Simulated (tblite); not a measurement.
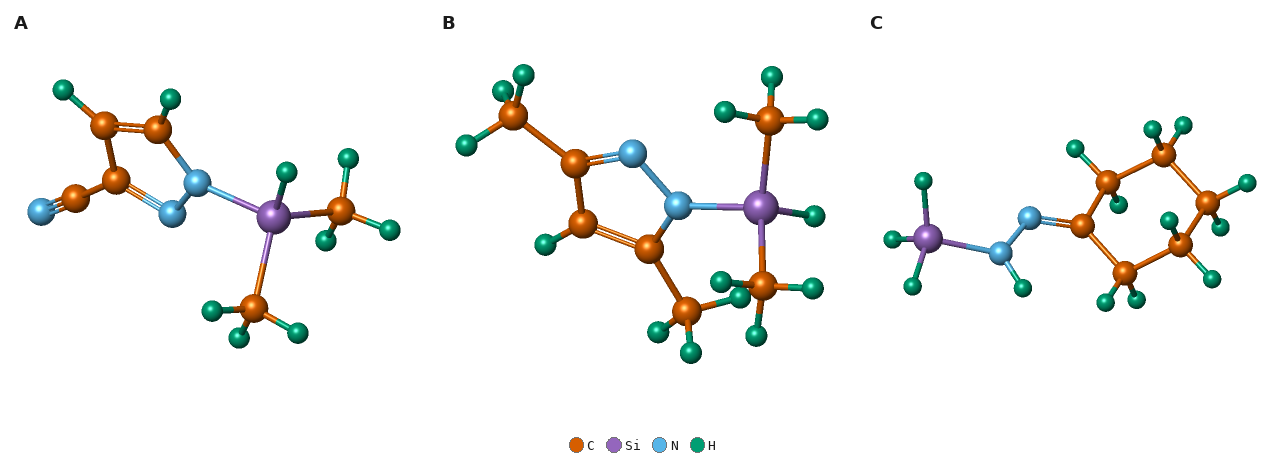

(Drawn from a calculation with tblite.)

```xyz
23
charge 0, multiplicity 1
Si    3.9543    0.3788    0.5318
N     2.3899    0.2347   -0.1932
N     1.3803   -0.3083    0.5152
C     0.2065   -0.4754    0.0665
C    -0.7969   -1.0965    0.9945
C    -2.0188   -0.1869    1.1412
C    -2.6129    0.1304   -0.2276
C    -1.5697    0.7965   -1.1184
C    -0.3487   -0.1114   -1.2888
H     4.7541    0.9664   -0.5446
H     4.4464   -0.9430    0.9211
H     3.8863    1.2567    1.7012
H     2.1903    0.5335   -1.1442
H    -0.3255   -1.2714    1.9613
H    -1.1163   -2.0594    0.5843
H    -2.7661   -0.6739    1.7714
H    -1.7172    0.7416    1.6309
H    -2.9545   -0.7943   -0.6996
H    -3.4771    0.7888   -0.1152
H    -1.9995    1.0222   -2.0976
H    -1.2549    1.7392   -0.6640
H     0.3956    0.3883   -1.9139
H    -0.6505   -1.0296   -1.8022
```

> Which picture belongs to the input above?

C. The file holds C6H14N2Si, `[SiH3]NN=C1CCCCC1`.
